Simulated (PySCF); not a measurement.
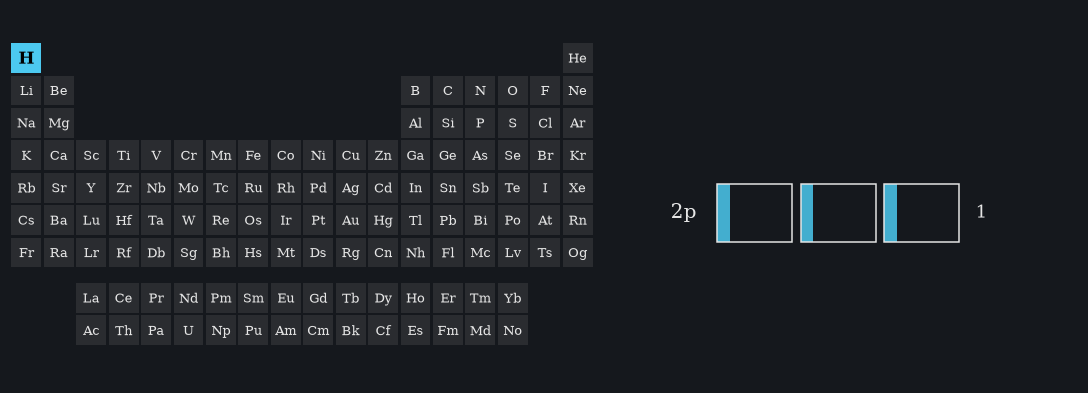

Fig. 1: Left, the place of hydrogen in the periodic table; right, the outer shells of the nominal configuration: a box for each of the 2l + 1 orbitals, shaded by the share of the shell that is filled, with the electron count at the right.

# H: atomic calculation

System: H, configuration 2p1, multiplicity 2.
Method: unrestricted PBE0, aug-cc-pV5Z, non-relativistic, point nucleus (PySCF).

## The input
```python
from pyscf import gto, scf, dft, mp, cc
import basis_set_exchange as bse
mol = gto.M(atom="H 0 0 0", charge=0, spin=1, symmetry="D2h",
            basis=gto.basis.parse(bse.get_basis("aug-cc-pV5Z", elements=["H"], fmt="nwchem")))
mf = dft.UKS(mol, xc="PBE0")
mf.irrep_nelec = {'B2u': (1, 0)}
mf.kernel()
```

The script is an equivalent of what the driver set up; the driver started from orbitals of its own, so the log can be shorter than this script's would be, and it computed the properties (radii, ⟨L²⟩, response) afterwards. It held the occupations shell by shell, which the script's counts by irreducible representation don't always enforce.

## Log (extracts)
```
damping factor = 0
level_shift factor = 0
DIIS = <class 'pyscf.scf.diis.CDIIS'>
diis_start_cycle = 1
diis_space = 10
diis_damp = 0
SCF conv_tol = 1e-09
SCF conv_tol_grad = None
number electrons alpha = 1  beta = 0
XC functionals = PBE0
    C. Adamo and V. Barone.,  J. Chem. Phys. 110, 6158 (1999)
    M. Ernzerhof and G. E. Scuseria.,  J. Chem. Phys. 110, 5029 (1999)
cycle= 1 E= -0.124066647499759  delta_E= -0.000129  |g|= 0.00176  |ddm|= 0.0135
cycle= 2 E= -0.12406974075357  delta_E= -3.09e-06  |g|= 0.000275  |ddm|= 0.00221
cycle= 3 E= -0.124069822588012  delta_E= -8.18e-08  |g|= 4.26e-06  |ddm|= 0.000429
cycle= 4 E= -0.124069822608746  delta_E= -2.07e-11  |g|= 3.18e-07  |ddm|= 1.06e-05
converged SCF energy = -0.124069822608746  <S^2> = 0.75  2S+1 = 2
```

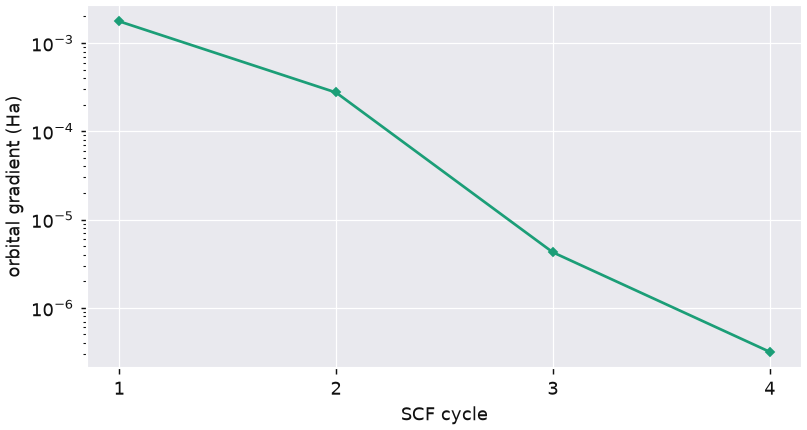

Fig. 2: Convergence: orbital gradient against the SCF cycle. The residual falls at every step. It goes from 0.0018 to 3.2×10⁻⁷ in 4 steps.

## Key numbers

```tsv
quantity	value
outcome	converged
total energy	−0.124070 hartree
kinetic energy	0.201987 hartree
⟨S²⟩	0.750
⟨L²⟩	2.00
SCF iterations	4
hardware	1 CPU thread, shared host
CPU time	0.8 s (integrals apart)
```

## Remarks

The driver held the occupations shell by shell, and empty s levels lie below the filled 2p. This is not the ground configuration of the species.
